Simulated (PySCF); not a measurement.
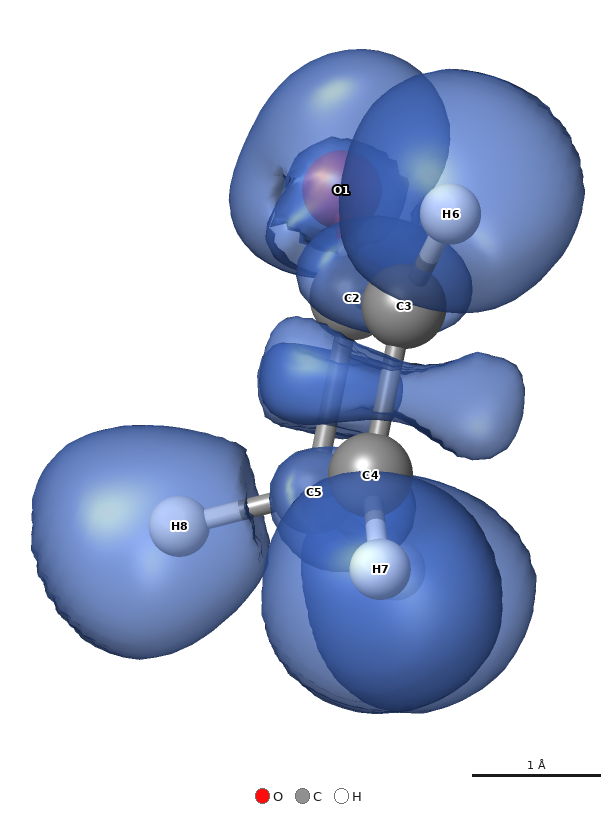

Figure 1: C₄H₄O (SMILES O=C1C=CC1). Isosurface of the ELF at 0.75 (blue), seen at an oblique angle. Only the valence region is drawn (cores and ρ < 0.01 e/Å³ removed).

Geometry: PBE0-D3(BJ)/def2-SVP.

Level of theory: B3LYP/def2-SVPD, SCF density, gas phase in PySCF 2.14.0.

```json
{"atom": "O", "x (Å)": "1.9715", "y (Å)": "0.9205", "z (Å)": "-0.5939"}
{"atom": "C", "x (Å)": "0.9014", "y (Å)": "0.4990", "z (Å)": "-0.2704"}
{"atom": "C", "x (Å)": "-0.4261", "y (Å)": "1.0747", "z (Å)": "0.0927"}
{"atom": "C", "x (Å)": "-0.9432", "y (Å)": "-0.1597", "z (Å)": "0.2722"}
{"atom": "C", "x (Å)": "0.3201", "y (Å)": "-0.9284", "z (Å)": "-0.0611"}
{"atom": "H", "x (Å)": "-0.8250", "y (Å)": "2.0874", "z (Å)": "0.1777"}
{"atom": "H", "x (Å)": "-1.9391", "y (Å)": "-0.5046", "z (Å)": "0.5606"}
{"atom": "H", "x (Å)": "0.2933", "y (Å)": "-1.5584", "z (Å)": "-0.9656"}
{"atom": "H", "x (Å)": "0.7799", "y (Å)": "-1.5000", "z (Å)": "0.7622"}
```

Q: Describe the localisation domains.

A: The surface consists of four regions between bonded C–C atoms (shared pairs), four regions around hydrogen nuclei and one region on O in which the atom's valence shell and bonds are merged. Along the contacts the grid gives the following. C–O (1.19 Å): the ELF peaks at about 0.85 between the atoms: a short, multiple covalent bond. C–C (1.35 Å): the ELF peaks at about 0.90 between the atoms: a covalent bond.
